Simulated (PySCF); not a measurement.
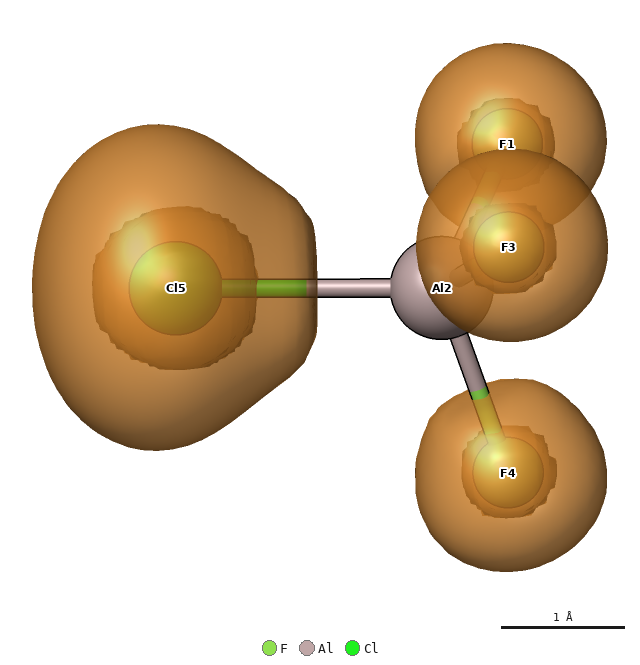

Figure 1: AlClF₃ (charge −1). Isosurface of the ELF at 0.75 (orange), seen from one side. Core shells and regions of very low density are left out.

Geometry: PBE0-D3(BJ)/def2-TZVPD.

All numbers below come from PySCF, wB97M-D3(BJ)/def2-TZVPD, SCF density, gas phase.

```json
{"atom": "F", "x (Å)": "0.2053", "y (Å)": "0.2321", "z (Å)": "-1.5724"}
{"atom": "Al", "x (Å)": "-0.5121", "y (Å)": "-0.0289", "z (Å)": "-0.0743"}
{"atom": "F", "x (Å)": "-0.1575", "y (Å)": "1.2440", "z (Å)": "0.9664"}
{"atom": "F", "x (Å)": "0.0335", "y (Å)": "-1.4793", "z (Å)": "0.5785"}
{"atom": "Cl", "x (Å)": "-2.6708", "y (Å)": "-0.1446", "z (Å)": "-0.3415"}
```

### Where are the electrons localised?

The ELF exceeds this value in one region on Cl in which the atom's valence shell and bonds are merged and three regions wrapped around F (the valence shell of each). Along the contacts the grid gives the following. Al–F (1.68 Å): the ELF peaks at about 0.85 in the valence shell of F, 0.5 Å from its nucleus, and is about 0.35 at the midpoint. Al–Cl (2.18 Å): the ELF peaks at about 0.90 in the valence shell of Cl, 0.9 Å from its nucleus, and is about 0.85 at the midpoint.
